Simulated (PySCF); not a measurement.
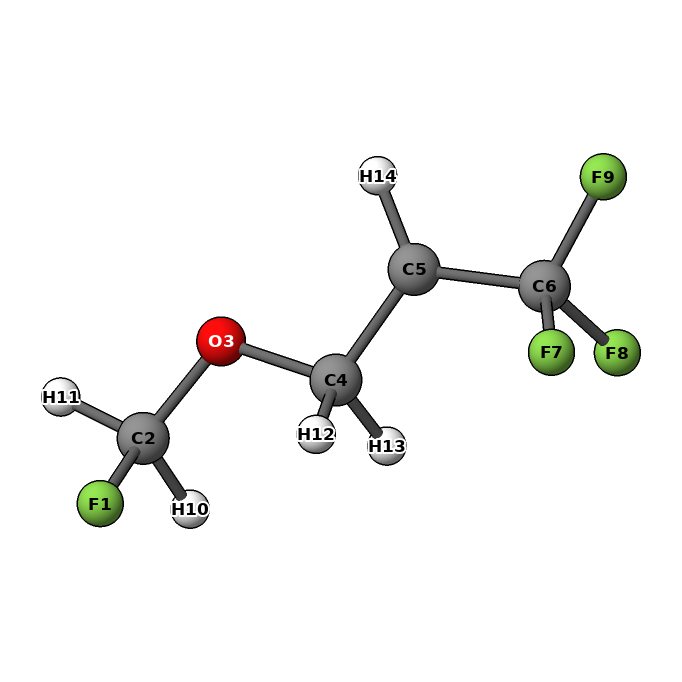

The questions are on Mulliken spin populations. Charge 0, doublet. The computed structure is the end point of a GFN2-xTB optimisation. No frequency run is at hand to confirm it as a minimum. Level of theory: UKS B3LYP, pcH-1 on C F H O, non-relativistic (PySCF 2.14.0).

Give the Mulliken spin populations atom by atom.

| atom | value (e) |
| --- | --- |
| F1 | 0.00 |
| C2 | 0.00 |
| O3 | 0.00 |
| C4 | −0.08 |
| C5 | 1.00 |
| C6 | −0.03 |
| F7 | 0.02 |
| F8 | 0.02 |
| F9 | 0.00 |
| H10 | 0.00 |
| H11 | 0.00 |
| H12 | 0.05 |
| H13 | 0.04 |
| H14 | −0.04 |

Mulliken values depend strongly on the basis set.
